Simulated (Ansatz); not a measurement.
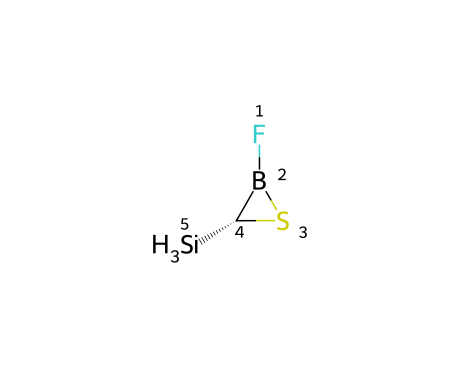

Skeletal drawing with numbered atoms; wedges and dashes mark any stereocentres. The configuration is that of a computed structure (PBE-D4/def2-SVP).

Q: Give the R/S and E/Z labels.

A: C4: S.
